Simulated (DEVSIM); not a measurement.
System: Ru/La2O3/p-Si capacitor, at 250 K.

```csv
layer (left to right),material,thickness (nm),Na (cm⁻³)
1,La2O3,2.40,-
2,Si,2200,6.8e16
```

Metal gate on the left, work function 4.7 eV. Fixed charge at the semiconductor interface 1.4e10 cm⁻² (in units of +e); no interface traps.

Constants are typed, rounded textbook-type inputs, not results; the design itself was drawn at random and stands for no fabricated device. Values at 300 K; Nc and Nv go as T^1.5, mobilities as T to minus their exponent, the gap by Varshni's rule with the affinity fixed.

| parameter | La2O3 | Si |
|---|---|---|
| gap (eV) | 5.8 | 1.124 |
| affinity (eV) | 1.8 | 4.05 |
| permittivity | 27 | 11.7 |
| Nc (cm⁻³) | - | 2.86e19 |
| Nv (cm⁻³) | - | 3.1e19 |
| Varshni α (eV/K) | - | 0.000473 |
| Varshni β (K) | - | 636 |

DEVSIM, 1D Poisson equation in equilibrium, Boltzmann statistics, complete ionisation; no quantum confinement or tunnelling. Metal contacts follow the ideal Schottky-Mott rule: no Fermi-level pinning, no interface dipoles.

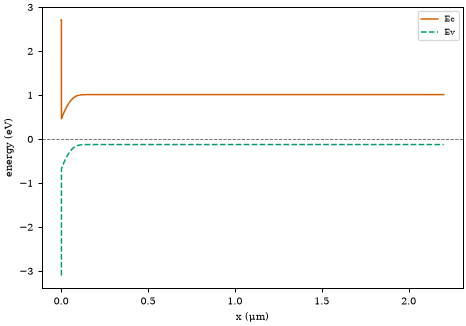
Fig. 1. Band edges at 0.2 V on the gate

Energies count from the Fermi level of the right contact; mesh points crowd at the junctions.

| x (μm) | Ec (eV) | Ev (eV) | n (cm⁻³) | p (cm⁻³) | field (V/cm) |
|---|---|---|---|---|---|
| 0.000 | 2.700 | -3.100 | < 1e2 | < 1e2 | 45000 |
| 0.0008000 | 2.704 | -3.096 | < 1e2 | < 1e2 | 45000 |
| 0.001640 | 2.707 | -3.093 | < 1e2 | < 1e2 | 45000 |
| 0.002440 | 0.461 | -0.675 | 1.1e10 | 590000 | 110000 |
| 0.004236 | 0.480 | -0.656 | 4.6e9 | 1400000 | 100000 |
| 0.007139 | 0.510 | -0.627 | 1.2e9 | 5500000 | 100000 |
| 0.01285 | 0.565 | -0.571 | 8.8e7 | 7.3e7 | 94000 |
| 0.03022 | 0.713 | -0.423 | 91000 | 7.1e10 | 76000 |
| 0.06026 | 0.894 | -0.242 | < 1e2 | 3.2e14 | 45000 |
| 0.1174 | 1.005 | -0.131 | < 1e2 | 5.4e16 | 3300 |
| 0.2299 | 1.010 | -0.126 | < 1e2 | 6.8e16 | ≈ 0 |
| 0.5719 | 1.010 | -0.126 | < 1e2 | 6.8e16 | ≈ 0 |
| 1.102 | 1.010 | -0.126 | < 1e2 | 6.8e16 | ≈ 0 |
| 1.663 | 1.010 | -0.126 | < 1e2 | 6.8e16 | ≈ 0 |
| 1.987 | 1.010 | -0.126 | < 1e2 | 6.8e16 | ≈ 0 |
| 2.094 | 1.010 | -0.126 | < 1e2 | 6.8e16 | ≈ 0 |
| 2.148 | 1.010 | -0.126 | < 1e2 | 6.8e16 | ≈ 0 |
| 2.175 | 1.010 | -0.126 | < 1e2 | 6.8e16 | ≈ 0 |
| 2.192 | 1.010 | -0.126 | < 1e2 | 6.8e16 | ≈ 0 |
| 2.198 | 1.010 | -0.126 | < 1e2 | 6.8e16 | ≈ 0 |
| 2.201 | 1.010 | -0.126 | < 1e2 | 6.8e16 | ≈ 0 |
| 2.202 | 1.010 | -0.126 | < 1e2 | 6.8e16 | ≈ 0 |
